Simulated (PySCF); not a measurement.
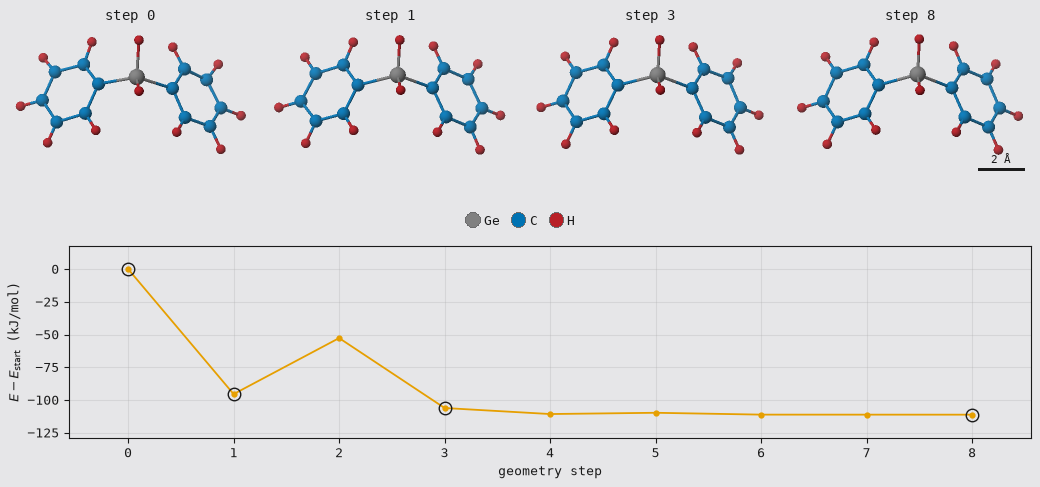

Frames of a relaxation of C12H12Ge, marked on the history of the run. The picture is a ball-and-stick view, seen at a tilt.

The start comes from GFN2-xTB. Its atoms were then displaced at random by about 0.03 Å.

Method: PySCF, PBE0-D3(BJ)/def2-SVP geometry optimisation, gas phase. 

**Describe the path.**

The energy falls by 111.2 kJ/mol in 8 geometry steps. The Ge atom moves most after the best rigid fit: 0.15 Å. Largest moves by element: Ge 0.15 Å, H 0.14 Å, C 0.09 Å. Near-neighbour distances that change, for instance: C–Ge 1.845 → 1.948 Å, C–H 1.004 → 1.093 Å, Ge–H 1.624 → 1.542 Å, Ge–H 1.481 → 1.542 Å. Among the angles between lasting bonds that change: C–Ge–C 117.4° → 110.5°, Ge–C–C 125.5° → 120.7°, C–C–H 124.5° → 119.9°. Cost: 4.2 min on 2 threads of AMD EPYC 7R43 64-Core Processor, on a shared host. From step 0 to 1: C and H atoms move most (0.12 Å), energy −95.5 kJ/mol. From step 1 to 3: an H atom moves most (0.09 Å), energy −10.6 kJ/mol. From step 3 to 8: an H atom moves most (0.09 Å), energy −5.09 kJ/mol.
